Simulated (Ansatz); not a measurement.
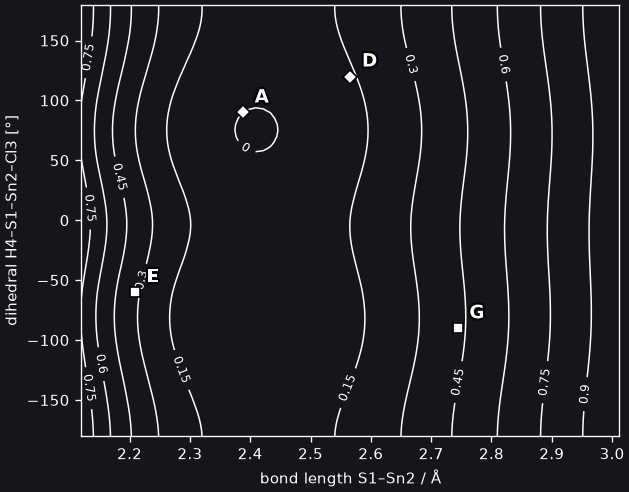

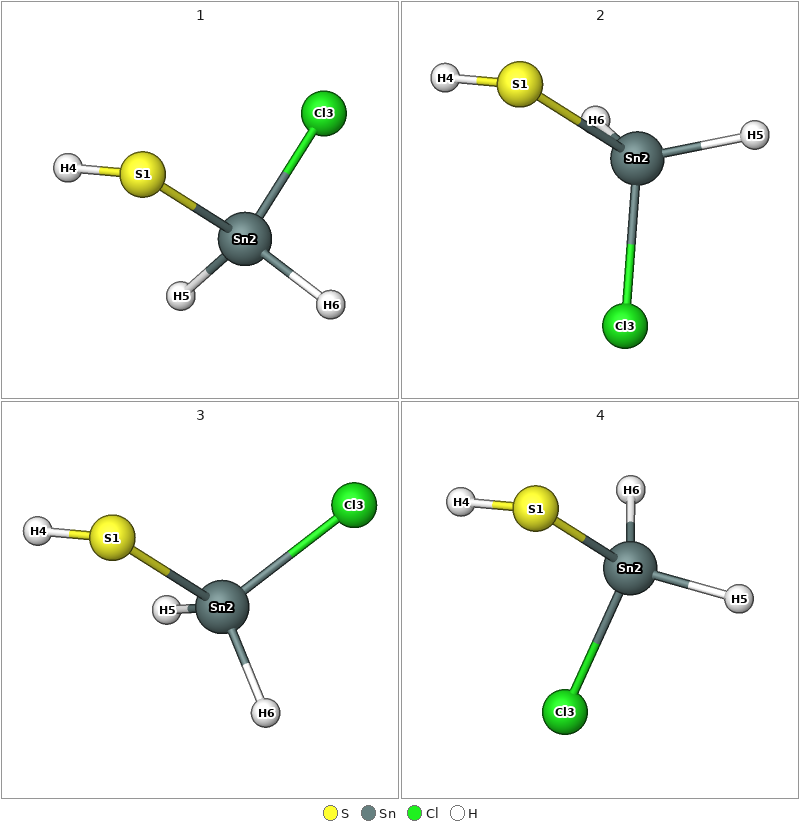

ClH₃SSn, SMILES [SH][SnH2][Cl]. Coordinates scanned: (1) bond length S1–Sn2; (2) dihedral H4–S1–Sn2–Cl3. Nothing is relaxed (all other coordinates rigid). The scan uses an 11 × 12 grid. Energies: eV, counted from the lowest grid point. Theory: RKS PBE-D4/def2-TZVP in Ansatz 0.2.0.

The picture shows contour lines labelled in eV, lettered points. Between grid points the surface is interpolated. The numbered pictures are the structures at these points, in random order.

Q: Which structure belongs to which point?

A: A is structure 1: bond length S1–Sn2 = 2.388 Å, dihedral H4–S1–Sn2–Cl3 = 90°, 0.00 eV; D is structure 3: bond length S1–Sn2 = 2.566 Å, dihedral H4–S1–Sn2–Cl3 = 120°, 0.14 eV; E is structure 4: bond length S1–Sn2 = 2.209 Å, dihedral H4–S1–Sn2–Cl3 = −60°, 0.33 eV; G is structure 2: bond length S1–Sn2 = 2.744 Å, dihedral H4–S1–Sn2–Cl3 = −90°, 0.42 eV.
